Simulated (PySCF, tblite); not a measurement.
**C4H6ClF3OSi: geometry, infrared bands and NMR shifts**

What infrared bands and NMR shifts should C4H6ClF3OSi (`FC(F)(F)[C@@H]1O[SiH2]C[C@H]1Cl`) show?

The runs use tblite 0.8.0 and PySCF 2.14.0, with density-fitted response routines of our own; the level of theory stands in each step. All values are computed, except where a source is named. Atoms are numbered from 0 throughout.

## 1. The starting structure

16 atoms, charge 0, multiplicity 1; geometry from: force field or distance geometry start.

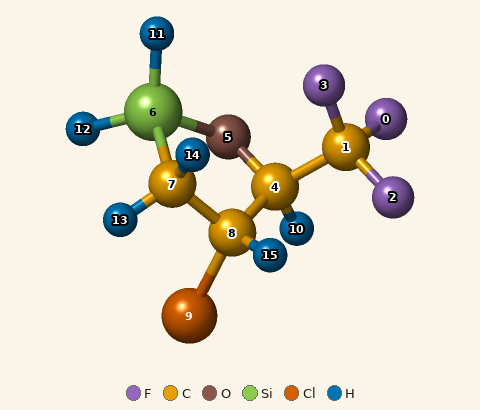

The starting geometry (fluorine purple, carbon amber, oxygen brown, silicon green, chlorine orange, hydrogen blue), atoms numbered.

## 2. Geometry optimisation with GFN2-xTB

The job: settings as JSON, then the geometry in Å.

```
{"job": {"kind": "relax", "xc": "GFN2-xTB", "basis": "xTB"}, "charge": 0, "multiplicity": 1}
F      2.966900     0.368100    -0.319400
C      1.878500    -0.281300     0.275000
F      2.211400    -1.604500     0.465500
F      1.585500     0.357900     1.470300
C      0.698000    -0.147200    -0.631400
O      0.375600     1.178700    -0.845400
Si    -0.998600     1.551700     0.089800
C     -1.407900    -0.213800     0.601600
C     -0.476400    -0.965700    -0.316500
Cl    -1.328500    -1.496000    -1.806700
H      1.077500    -0.507200    -1.641000
H     -0.721800     2.386900     1.243400
H     -1.997500     2.103600    -0.805600
H     -2.454400    -0.451900     0.303700
H     -1.211600    -0.365200     1.677800
H     -0.204400    -1.905300     0.227400
```

Started as:

```
OMP_NUM_THREADS=1 python probes_run.py task.json out
```

The driver reads the jobs from task.json and runs them one after another.

**Question.** This job is followed by: GFN2-xTB harmonic vibrations, gas phase; GIAO PBE0/pcSseg-1 NMR shielding, non-relativistic, gas phase. What will the session give for the following? strongest single infrared mode (GFN2-xTB); zero-point energy (GFN2-xTB); ¹³C shifts against TMS (PBE0/pcSseg-1); ¹H shifts against TMS (PBE0/pcSseg-1); ¹⁹F shifts against CFCl3 (PBE0/pcSseg-1, means over atoms taken as alike); ¹⁷O shifts against H2O (PBE0/pcSseg-1); ²⁹Si shifts against TMS (PBE0/pcSseg-1); ³⁵Cl shifts against HCl (PBE0/pcSseg-1).

**Answer**, as computed:

```
                                                                 quantity                                   value
                                strongest single infrared mode (GFN2-xTB)                   2348 cm⁻¹, 387 km/mol
                                             zero-point energy (GFN2-xTB)                           61.2 kcal/mol
                                   ¹³C shifts against TMS (PBE0/pcSseg-1)             133.0, 89.2, 62.2, 22.5 ppm
                                    ¹H shifts against TMS (PBE0/pcSseg-1)  5.32, 5.14, 4.78, 4.67, 1.77, 1.32 ppm
¹⁹F shifts against CFCl3 (PBE0/pcSseg-1, means over atoms taken as alike)                               -95.0 ppm
                                   ¹⁷O shifts against H2O (PBE0/pcSseg-1)                                24.6 ppm
                                  ²⁹Si shifts against TMS (PBE0/pcSseg-1)                                 5.9 ppm
                                  ³⁵Cl shifts against HCl (PBE0/pcSseg-1)                                 205 ppm
```

In words: The optimisation took 70 steps and gained 0.689 eV; among the close pairs (by a distance rule), C4–C8 changed most, from 1.466 to 1.537 Å. All 42 modes are real, so the xTB geometry is a minimum. The strongest single mode, at 2348 cm⁻¹, moves mainly H11 and H12. GFN2-xTB is a fitted tight-binding method: band positions and strengths are rough. Its intensities can rank the bands wrongly. At PBE0/pcSseg-1: Shielding is most anisotropic at Cl9 (span 631 ppm, paramagnetic term -402 ppm).
